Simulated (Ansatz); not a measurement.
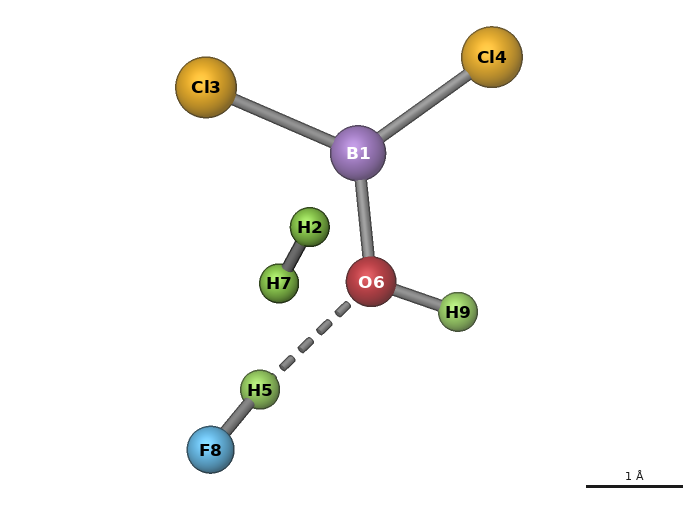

Broken lines mark hydrogen bonds. The computed structure is the end point of a PBE0-D4/def2-TZVP optimisation. No frequency run is at hand to confirm it as a minimum.

Tabulate the hydrogen bonds (donors O, N, F, S, Cl) with their geometry.

```json
{"D–H···A": "F8–H5···O6", "D–H (Å)": "0.93", "H···A (Å)": "1.77", "angle (°)": "172", "kind": "intermolecular"}
```
